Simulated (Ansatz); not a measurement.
**SiAsH (quintet): wave-function methods side by side, cc-pVTZ**

How much of the correlation energy of SiAsH (quintet) does each wave-function method recover here?

The runs use Ansatz 0.2.0, Gaussian basis; cc-pVTZ, core rule «outside noble gas», up to 19 orbitals frozen.

To be run: UHF; CCSD(T) on ROHF; CCSD(T) on UHF; BCCD(T) on ROHF; CCSDT(Q) on ROHF; CCSDT(Q) on UHF; CASSCF and MRCISD+Q, 10 electrons in 9 orbitals; CASSCF and NEVPT2, 10 electrons in 9 orbitals.

6 further runs of the same task are left out: 6 set aside as unsound or not needed. Runs told in other sessions of the task aren't counted.

**1. What is computed**

The geometry is a PBE0/def2-TZVP stationary point (not a proven minimum) of the parent state, kept for this charge and spin. No spin-orbit coupling is included. The filled d shell of As may be among the frozen orbitals whatever the setting's name suggests.

3 atoms, charge 0, spin multiplicity 5.

Atoms are counted from 1 here; the program's logs count them from 0.

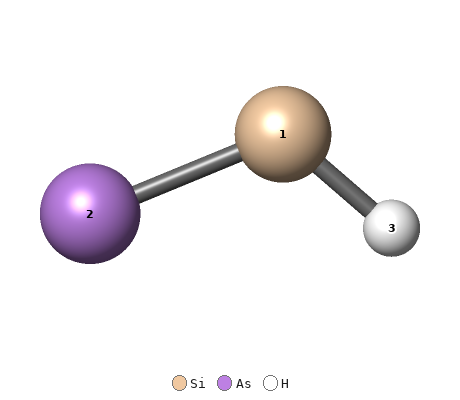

The geometry (silicon light orange, arsenic purple, hydrogen white); atoms are numbered from 1 in the order of the file.

In the tables R marks a restricted open-shell determinant and U an unrestricted one; 'valence' is the active space of 10 electrons in 9 orbitals; energies count from the table's Hartree-Fock row.

**2. UHF**

in.yaml reads:

```yaml
crystal:
  periodic: [false, false, false]
  atoms:
    - {symbol: Si, position_ang: [0.000000, -0.104364, 1.571806]}
    - {symbol: As, position_ang: [0.000000, 0.022917, -0.620554]}
    - {symbol: H, position_ang: [0.000000, 1.204585, 2.329445]}
basis:
  gaussian: {orbitals: cc-pVTZ}
magnetization: {spin_polarized: true, initial_magnetization: 4}
hamiltonian: {xc: hf}
output: {orbitals: {seedname: orbitals}}
```

Launch:

```bash
> ansatz run in.yaml --threads 1 --pin off --events-out ev --progress --plain --max-ram 4096MiB --backend cpu
```

Log:

```text
Functional definition: HF
  name "HF"
  cite "Fock, Z. Phys. 61, 126 (1930) doi:10.1007/BF01340294"
  parent pbe
  exchange = exact_x
  correlation = 0
572 factors; integrals over basis functions are off by at most 1.1e-3 eV
mean field evaluation 1: about -68671.5744 eV, gradient 7.6e0 eV
mean field evaluation 2: about -68671.5776 eV, gradient 7.6e0 eV
mean field evaluation 4: about -68672.6064 eV, gradient 1.7e0 eV
mean field evaluation 8: about -68672.7275 eV, gradient 1.4e-1 eV
mean field -68672.72892536 eV, -2523.6762399595 hartree, gradient 2.0e-5 eV, S^2 6.019263; 0 other end points of the search recorded, 0 dependent functions left out
reference -68672.72892536 eV, -2523.6762399595 hartree; 26, 22 occupied and 65, 69 virtual orbitals, 572 factors
Total energy: -68672.72892536 eV, -2523.6762399595 hartree
```

Run time: 1.3 s. Hardware: 1 thread of AMD EPYC 7R13, shared host.

From the report: ⟨S²⟩ of the determinant 6.019 (pure quintet: 6.00).

**3. CCSD(T) on ROHF**

in.yaml: that of step 2 with these lines changed.

```diff
@@ -8,4 +8,3 @@
   gaussian: {orbitals: cc-pVTZ}
-magnetization: {spin_polarized: true, initial_magnetization: 4}
-hamiltonian: {xc: hf}
-output: {orbitals: {seedname: orbitals}}
+magnetization: {spin_polarized: false, initial_magnetization: 4}
+correlation: {method: ccsd_t, electrons: outside_noble_gas}
```

The command is unchanged.

Log (excerpt; [...] marks lines left out):

```text
Functional definition: HF
  name "HF"
  cite "Fock, Z. Phys. 61, 126 (1930) doi:10.1007/BF01340294"
  parent pbe
[...]
572 factors; integrals over basis functions are off by at most 1.1e-3 eV
[...]
mean field -68672.54753731 eV, -2523.6695740717 hartree, gradient 9.1e-6 eV, S^2 6.000000; 1 other end points of the search recorded, 0 dependent functions left out
determinant -68672.54753731 eV, -2523.6695740717 hartree, with singles and doubles -68678.09744415 eV, -2523.8735293863 hartree
determinant -68669.97528821 eV, -2523.5750456609 hartree, with singles and doubles -68675.76743924 eV, -2523.7879032848 hartree
19 core orbitals not correlated: weight in the atoms' cores, before any rotation towards them, 1.000 or more for the frozen orbitals, at most 0.000 for the correlated occupied ones
reference -68672.54753731 eV, -2523.6695740717 hartree; 7, 3 occupied and 65, 69 virtual orbitals, 572 factors
second order -4.55135876 eV of doubles, -0.10087947 eV of singles
cycle   1  -5.48571601 eV  change   -3.4e-1 eV  update   1.9e-2
[...]
cycle  11  -5.50210647 eV  change   -3.4e-6 eV  update   5.7e-6
perturbative correction -0.22795752 eV, -0.0083772842 hartree
Total energy: -68678.27760130 eV, -2523.8801500394 hartree
```

It took 5.5 s on 1 thread of AMD EPYC 7R13, shared host; peak memory 0.32 GiB.

From the report: correlation -5.7301 eV; T1 0.026; largest double amplitude 0.03.

**4. CCSD(T) on UHF**

in.yaml: that of step 3 with these lines changed.

```diff
@@ -8,3 +8,3 @@
   gaussian: {orbitals: cc-pVTZ}
-magnetization: {spin_polarized: false, initial_magnetization: 4}
+magnetization: {spin_polarized: true, initial_magnetization: 4}
 correlation: {method: ccsd_t, electrons: outside_noble_gas}
```

Launched as before.

Log (excerpt; [...] marks lines left out):

```text
Functional definition: HF
  name "HF"
  cite "Fock, Z. Phys. 61, 126 (1930) doi:10.1007/BF01340294"
  parent pbe
[...]
572 factors; integrals over basis functions are off by at most 1.1e-3 eV
[...]
mean field -68672.72892536 eV, -2523.6762399595 hartree, gradient 2.7e-6 eV, S^2 6.019263; 2 other end points of the search recorded, 0 dependent functions left out
determinant -68672.72892536 eV, -2523.6762399595 hartree, with singles and doubles -68678.10377730 eV, -2523.8737621251 hartree
determinant -68670.26357046 eV, -2523.5856398380 hartree, with singles and doubles -68675.83464408 eV, -2523.7903730172 hartree
determinant -68670.24482138 eV, -2523.5849508220 hartree, with singles and doubles -68675.77816077 eV, -2523.7882972940 hartree
19 core orbitals not correlated: weight in the atoms' cores, before any rotation towards them, 1.000 or more for the frozen orbitals, at most 0.000 for the correlated occupied ones
reference -68672.72892536 eV, -2523.6762399595 hartree; 7, 3 occupied and 65, 69 virtual orbitals, 572 factors
second order -4.43777331 eV of doubles, -0.00000000 eV of singles
cycle   1  -5.31791599 eV  change   -3.4e-1 eV  update   2.0e-2
[...]
cycle  11  -5.33684456 eV  change   -2.1e-6 eV  update   6.9e-6
perturbative correction -0.22269270 eV, -0.0081838057 hartree
Total energy: -68678.28846262 eV, -2523.8805491855 hartree
```

It took 6.5 s on 1 thread of AMD EPYC 7R13, shared host; peak memory 0.31 GiB.

From the report: ⟨S²⟩ of the determinant 6.019 (pure quintet: 6.00); correlation -5.5595 eV; T1 0.025; largest double amplitude 0.03.

**5. BCCD(T) on ROHF**

in.yaml: that of step 4 with these lines changed.

```diff
@@ -8,3 +8,3 @@
   gaussian: {orbitals: cc-pVTZ}
-magnetization: {spin_polarized: true, initial_magnetization: 4}
-correlation: {method: ccsd_t, electrons: outside_noble_gas}
+magnetization: {spin_polarized: false, initial_magnetization: 4}
+correlation: {method: bccd_t, electrons: outside_noble_gas}
```

The command is unchanged.

Log (excerpt; [...] marks lines left out):

```text
Functional definition: HF
  name "HF"
  cite "Fock, Z. Phys. 61, 126 (1930) doi:10.1007/BF01340294"
  parent pbe
[...]
572 factors; integrals over basis functions are off by at most 1.1e-3 eV
[...]
mean field -68672.54753731 eV, -2523.6695740717 hartree, gradient 9.1e-6 eV, S^2 6.000000; 1 other end points of the search recorded, 0 dependent functions left out
determinant -68672.54753731 eV, -2523.6695740717 hartree, with singles and doubles -68678.09744415 eV, -2523.8735293863 hartree
determinant -68669.97528821 eV, -2523.5750456609 hartree, with singles and doubles -68675.76743924 eV, -2523.7879032848 hartree
19 core orbitals not correlated: weight in the atoms' cores, before any rotation towards them, 1.000 or more for the frozen orbitals, at most 0.000 for the correlated occupied ones
reference -68672.54753731 eV, -2523.6695740717 hartree; 7, 3 occupied and 65, 69 virtual orbitals, 572 factors
second order -4.55135876 eV of doubles, -0.10087947 eV of singles
cycle   1  -5.49044377 eV  change   -3.4e-1 eV  update   2.0e-2
[...]
cycle  11  -5.49943693 eV  change   -3.4e-6 eV  update   9.7e-6
perturbative correction -0.23117818 eV, -0.0084956414 hartree
Total energy: -68678.27815243 eV, -2523.8801702928 hartree
```

It took 7 s on 1 thread of AMD EPYC 7R13, shared host; peak memory 0.4 GiB.

From the report: correlation -5.7306 eV; largest double amplitude 0.03.

**6. CCSDT(Q) on ROHF**

in.yaml: that of step 5 with these lines changed.

```diff
@@ -9,2 +9,2 @@
 magnetization: {spin_polarized: false, initial_magnetization: 4}
-correlation: {method: bccd_t, electrons: outside_noble_gas}
+correlation: {method: ccsdt_q, electrons: outside_noble_gas}
```

Launch:

```bash
> ansatz run in.yaml --threads 2 --pin off --events-out ev --progress --plain --max-ram 24576MiB --backend cuda --devices 0, --max-vram 18GiB
```

Log (excerpt; [...] marks lines left out):

```text
Functional definition: HF
  name "HF"
  cite "Fock, Z. Phys. 61, 126 (1930) doi:10.1007/BF01340294"
  parent pbe
[...]
1050 factors; integrals over basis functions are off by at most 2.3e-7 eV
[...]
mean field -68672.54756719 eV, -2523.6695751696 hartree, gradient 2.8e-6 eV, S^2 6.000000; 1 other end points of the search recorded, 0 dependent functions left out
determinant -68672.54756719 eV, -2523.6695751696 hartree, with singles and doubles -68678.09747535 eV, -2523.8735305326 hartree
determinant -68669.97531779 eV, -2523.5750467478 hartree, with singles and doubles -68675.76746836 eV, -2523.7879043552 hartree
19 core orbitals not correlated: weight in the atoms' cores, before any rotation towards them, 1.000 or more for the frozen orbitals, at most 0.000 for the correlated occupied ones
reference -68672.54756719 eV, -2523.6695751696 hartree; 7, 3 occupied and 65, 69 virtual orbitals, 1050 factors
second order -4.55136788 eV of doubles, -0.10087950 eV of singles
cycle   1  -5.26120784 eV  change   -6.1e-1 eV  update   7.8e-2
[...]
cycle  18  -5.76915241 eV  change    3.5e-7 eV  update   6.9e-7
perturbative correction -0.00999808 eV, -0.0003674227 hartree
Total energy: -68678.32671768 eV, -2523.8819550327 hartree
```

Run time: 16 s. Hardware: 1 × H100 (card shared with other runs) with 2 threads of AMD EPYC 7R13, shared host; peak host memory 0.84 GiB.

From the report: correlation -5.7792 eV; T1 0.028; largest double amplitude 0.03.

**7. CCSDT(Q) on UHF**

in.yaml: that of step 6 with these lines changed.

```diff
@@ -8,3 +8,3 @@
   gaussian: {orbitals: cc-pVTZ}
-magnetization: {spin_polarized: false, initial_magnetization: 4}
+magnetization: {spin_polarized: true, initial_magnetization: 4}
 correlation: {method: ccsdt_q, electrons: outside_noble_gas}
```

Launched as before.

Log (excerpt; [...] marks lines left out):

```text
Functional definition: HF
  name "HF"
  cite "Fock, Z. Phys. 61, 126 (1930) doi:10.1007/BF01340294"
  parent pbe
[...]
1050 factors; integrals over basis functions are off by at most 2.3e-7 eV
[...]
mean field -68672.72895547 eV, -2523.6762410658 hartree, gradient 2.8e-6 eV, S^2 6.019263; 2 other end points of the search recorded, 0 dependent functions left out
determinant -68672.72895547 eV, -2523.6762410658 hartree, with singles and doubles -68678.10380791 eV, -2523.8737632500 hartree
determinant -68670.26359615 eV, -2523.5856407822 hartree, with singles and doubles -68675.83468855 eV, -2523.7903746516 hartree
determinant -68670.24485033 eV, -2523.5849518859 hartree, with singles and doubles -68675.77819167 eV, -2523.7882984295 hartree
19 core orbitals not correlated: weight in the atoms' cores, before any rotation towards them, 1.000 or more for the frozen orbitals, at most 0.000 for the correlated occupied ones
reference -68672.72895547 eV, -2523.6762410658 hartree; 7, 3 occupied and 65, 69 virtual orbitals, 1050 factors
second order -4.43778106 eV of doubles, -0.00000000 eV of singles
cycle   1  -5.06592177 eV  change   -6.3e-1 eV  update   8.1e-2
[...]
cycle  18  -5.60022385 eV  change    2.8e-7 eV  update   8.2e-7
perturbative correction -0.01013787 eV, -0.0003725599 hartree
Total energy: -68678.33931718 eV, -2523.8824180562 hartree
```

It took 11 s on 1 × H100 (card shared with other runs) with 2 threads of AMD EPYC 7R13, shared host; peak host memory 0.84 GiB.

From the report: ⟨S²⟩ of the determinant 6.019 (pure quintet: 6.00); correlation -5.6104 eV; T1 0.028; largest double amplitude 0.03.

**8. CASSCF and MRCISD+Q, 10 electrons in 9 orbitals**

in.yaml reads:

```yaml
crystal:
  periodic: [false, false, false]
  atoms:
    - {symbol: Si, position_ang: [0.000000, -0.104364, 1.571806]}
    - {symbol: As, position_ang: [0.000000, 0.022917, -0.620554]}
    - {symbol: H, position_ang: [0.000000, 1.204585, 2.329445]}
basis:
  gaussian: {orbitals: cc-pVTZ}
magnetization: {spin_polarized: false, initial_magnetization: 4}
correlation: {method: fic_mrcisd_q, electrons: outside_noble_gas, active_space: {window: {electrons: 10, orbitals: 9}, shells: [{species: As, l: s, shell: 4}, {species: As, l: p, shell: 4}, {species: H, l: s, shell: 1}, {species: Si, l: s, shell: 3}, {species: Si, l: p, shell: 3}]}}
```

Same command.

Log (excerpt; [...] marks lines left out):

```text
Functional definition: HF
  name "HF"
  cite "Fock, Z. Phys. 61, 126 (1930) doi:10.1007/BF01340294"
  parent pbe
[...]
1050 factors; integrals over basis functions are off by at most 2.3e-7 eV
[...]
mean field -68672.54756719 eV, -2523.6695751696 hartree, gradient 2.8e-6 eV, S^2 6.000000; 0 other end points of the search recorded, 0 dependent functions left out
reference -68672.54756719 eV, -2523.6695751696 hartree; 26, 22 occupied and 65, 69 virtual orbitals, 1050 factors
state -68673.42982503 eV, -2523.7019975474 hartree
contracted CI cycle   1: correlation 0.00000000 eV, 0.0000000000 hartree, residual 1.62e1 eV
contracted CI cycle   2: correlation -4.20763354 eV, -0.1546276805 hartree, residual 3.10e0 eV
contracted CI cycle   3: correlation -4.37306121 eV, -0.1607070353 hartree, residual 7.05e-1 eV
contracted CI cycle   4: correlation -4.38118100 eV, -0.1610054323 hartree, residual 1.87e-1 eV
contracted CI cycle   5: correlation -4.38170171 eV, -0.1610245680 hartree, residual 5.38e-2 eV
contracted CI cycle   6: correlation -4.38174403 eV, -0.1610261232 hartree, residual 1.53e-2 eV
contracted CI cycle   7: correlation -4.38174741 eV, -0.1610262471 hartree, residual 4.40e-3 eV
contracted CI cycle   8: correlation -4.38174769 eV, -0.1610262574 hartree, residual 1.29e-3 eV
state -68673.42982503 eV, -2523.7019975474 hartree; corrected -68678.22199720 eV, -2523.8781066263 hartree
Total energy: -68678.22199720 eV, -2523.8781066263 hartree
Checks for a lower state left out: starts, orbital_swaps
```

It took 12 s on 1 × H100 (card shared with other runs) with 2 threads of AMD EPYC 7R13, shared host; peak host memory 0.85 GiB.

From the report: 1,512 determinants; active occupations 1.99, 1.98, 1.97, 1.00, 1.00, 1.00, 1.00, 0.03, 0.02.

**9. CASSCF and NEVPT2, 10 electrons in 9 orbitals**

in.yaml reads:

```yaml
crystal:
  periodic: [false, false, false]
  atoms:
    - {symbol: Si, position_ang: [0.000000, -0.104364, 1.571806]}
    - {symbol: As, position_ang: [0.000000, 0.022917, -0.620554]}
    - {symbol: H, position_ang: [0.000000, 1.204585, 2.329445]}
basis:
  gaussian: {orbitals: cc-pVTZ}
magnetization: {spin_polarized: false, initial_magnetization: 4}
correlation: {method: sc_nevpt2, electrons: outside_noble_gas, active_space: {window: {electrons: 10, orbitals: 9}, shells: [{species: As, l: s, shell: 4}, {species: As, l: p, shell: 4}, {species: H, l: s, shell: 1}, {species: Si, l: s, shell: 3}, {species: Si, l: p, shell: 3}]}}
```

Launch:

```bash
> ansatz run in.yaml --threads 1 --pin off --events-out ev --progress --plain --max-ram 4096MiB --backend cpu
```

Log:

```text
Functional definition: HF
  name "HF"
  cite "Fock, Z. Phys. 61, 126 (1930) doi:10.1007/BF01340294"
  parent pbe
  exchange = exact_x
  correlation = 0
1050 factors; integrals over basis functions are off by at most 2.3e-7 eV
mean field evaluation 1: about -68671.3977 eV, gradient 8.8e0 eV
mean field evaluation 2: about -68671.4038 eV, gradient 8.8e0 eV
mean field evaluation 4: about -68672.4693 eV, gradient 1.9e0 eV
mean field evaluation 8: about -68672.5467 eV, gradient 1.3e-1 eV
mean field -68672.54756719 eV, -2523.6695751696 hartree, gradient 2.8e-6 eV, S^2 6.000000; 0 other end points of the search recorded, 0 dependent functions left out
reference -68672.54756719 eV, -2523.6695751696 hartree; 26, 22 occupied and 65, 69 virtual orbitals, 1050 factors
state -68673.42982503 eV, -2523.7019975474 hartree
state -68673.42982503 eV, -2523.7019975474 hartree; corrected -68677.07519137 eV, -2523.8359622895 hartree
Total energy: -68677.07519137 eV, -2523.8359622895 hartree
Checks for a lower state left out: starts, orbital_swaps
```

Run time: 6.5 s. Hardware: 1 thread of AMD EPYC 7R13, shared host; peak memory 0.25 GiB.

From the report: 1,512 determinants; active occupations 1.99, 1.98, 1.97, 1.00, 1.00, 1.00, 1.00, 0.03, 0.02.

**10. How many determinants matter**

Natural occupations of the CASSCF valence state about the gap (report; correlated orbitals 2 to 9): 1.981, 1.974, 1.002, 1.001, 1.000, 0.999, 0.027, 0.023. The count of effectively unpaired electrons, Σ n²(2 − n)², is 4.01; a single determinant of this spin has 4.

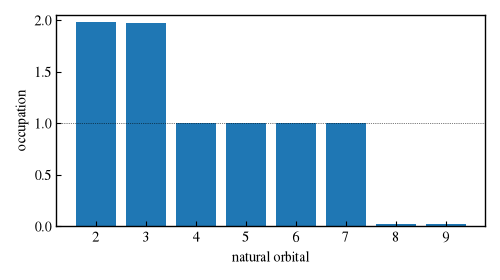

Natural occupations of the CASSCF valence state.

**11. All levels against the top one**

The yardstick is UCCSDT(Q), where the cluster series has nearly closed. Rows without a time are mean-field rows or come out of runs for another level: lower rungs of the coupled-cluster runs, CASSCF and MRCISD of the multireference runs, or the Hartree-Fock search.

Differences are taken before rounding.

```csv
method,energy from the lowest ROHF (meV),from UCCSDT(Q) (meV),time
ROHF,0.0,+5791.8,
UHF,-181.4,+5610.4,
RMP2,-4652.2,+1139.5,
UMP2,-4619.2,+1172.6,
RCCSD,-5502.1,+289.7,
UCCSD,-5518.2,+273.5,
RCCSD(T),-5730.1,+61.7,5.5 s
UCCSD(T),-5740.9,+50.9,6.5 s
BCCD(T),-5730.6,+61.2,7 s
RCCSDT,-5769.2,+22.6,
UCCSDT,-5781.6,+10.1,
RCCSDT(Q),-5779.2,+12.6,16 s (GPU)
UCCSDT(Q),-5791.8,0,11 s (GPU)
CASSCF valence,-882.3,+4909.5,
NEVPT2 valence,-4527.7,+1264.1,6.5 s
MRCISD valence,-5264.0,+527.7,
MRCISD+Q valence,-5674.5,+117.3,12 s (GPU)
```

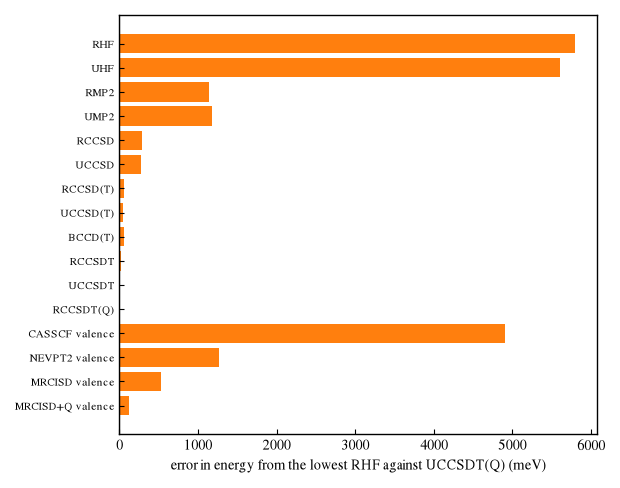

How far each level lands from UCCSDT(Q).

Some runs used a GPU and others CPU threads alone; cost is compared among the CPU runs only.

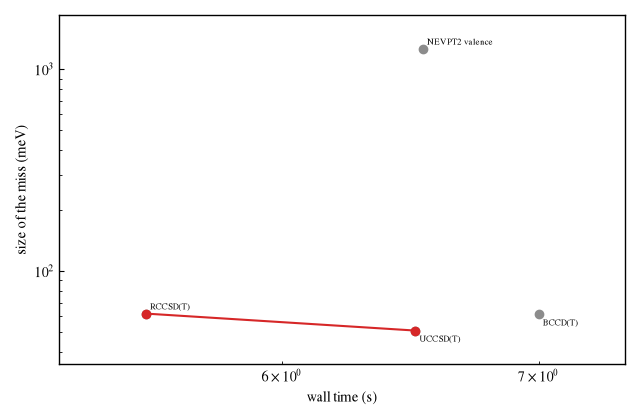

Accuracy for the time spent; red marks the levels that beat every quicker one drawn. Times are from a shared host.

**12. Summary of results**

| quantity | value |
| --- | --- |
| UCCSDT(Q) from the ROHF energy | -5.7918 eV |
| RMP2 from UCCSDT(Q) | +1139.5 meV |
| UMP2 from UCCSDT(Q) | +1172.6 meV |
| RCCSD from UCCSDT(Q) | +289.7 meV |
| RCCSD(T) from UCCSDT(Q) | +61.7 meV |
| UCCSD(T) from UCCSDT(Q) | +50.9 meV |
| RCCSDT(Q) from UCCSDT(Q) | +12.6 meV |
| NEVPT2 valence from UCCSDT(Q) | +1264.1 meV |
| MRCISD+Q valence from UCCSDT(Q) | +117.3 meV |
| levels within 1 kcal/mol (43 meV) | RCCSDT, UCCSDT, RCCSDT(Q) |
| T1 diagnostic | 0.026 |
| effectively unpaired electrons | 4.01 |

What this shows: RCCSD(T) lands +61.7 meV from the yardstick (1.1 % of the correlation energy). One determinant dominates. Of the multireference levels listed MRCISD+Q valence comes nearest in total energy (+117.3 meV), which doesn't show that its space is the better one. These misses are within one basis, not against nature; the frozen cores of restricted and unrestricted runs differ, which can shift their rows.

For cost: UCCSD(T) gets within 50.9 meV in 6.5 s; the quickest level in the cost chart, RCCSD(T), takes 5.5 s and misses by 61.7 meV.
